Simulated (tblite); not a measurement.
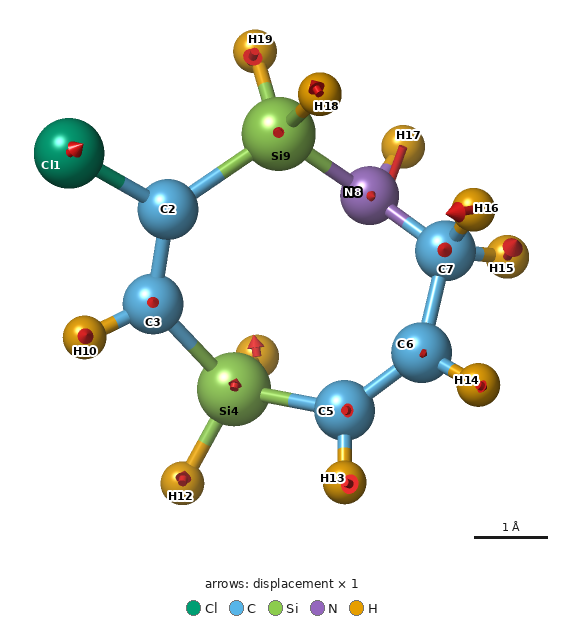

This is a relaxation of C$_{5}$H$_{10}$ClNSi$_{2}$. The starting structure is drawn; red arrows show the displacements, at their true length. The two geometries are superimposed by the best rigid fit.

A ball-and-stick model, seen face on.

Level of theory: GFN2-xTB geometry optimisation, gas phase (tblite). 

Which element moves most?

Answer. Hydrogen: up to 1.07 Å, against 0.31 Å for chlorine.

What happened in the run?

Answer. After 132 geometry steps the energy has fallen by 46.9 kJ/mol. The atom that moves furthest after the best rigid fit is an H atom (1.07 Å). Largest moves by element: H 1.07 Å, Cl 0.31 Å, C 0.21 Å, Si 0.18 Å, N 0.11 Å. Near-neighbour distances that change, for instance: C–Si 1.819 → 1.885 Å, C–C 1.364 → 1.326 Å, C–Si 1.868 → 1.898 Å, H–Si 1.489 → 1.463 Å. Bond angles that change, for instance: Si–N–H 106.4° → 120.1°, C–C–Si 130.1° → 124.5°, H–Si–H 108.7° → 114.2°. Cost: 2.5 s on 1 thread of Arm Neoverse N1, with other jobs on the host.
